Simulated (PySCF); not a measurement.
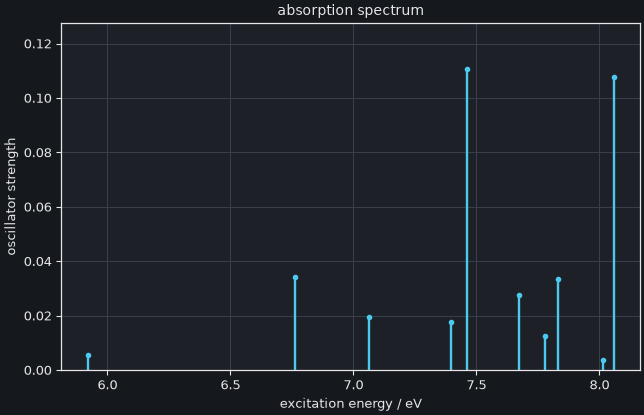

Vertical TDDFT excitations, CAM-B3LYP/def2-SVPD, PySCF 2.14.0, at a PBE0-D3(BJ)/def2-SVP geometry (no frequency check), gas phase. The lowest 10 singlet states are shown.

### Whose absorption spectrum is this?
A. C₁₁H₁₀ (2-methylnaphthalene), SMILES Cc1ccc2ccccc2c1
B. C₂H₁₁NSi₂, SMILES CC[SiH2][SiH2]N
C. C₃H₁₀GeSi, SMILES C=C[CH2][GeH2][SiH3], singlet
D. C₃H₈OSSi, SMILES C=CO[SiH2]SC

B. Its lowest singlet lies at 5.92 eV (f = 0.006) and the brightest of those computed is S5 at 7.46 eV (166 nm), f = 0.111, mixed, the largest part being HOMO → LUMO+3 (48 %).

Caveats: one conformer of a flexible molecule; core orbitals are frozen in the response.
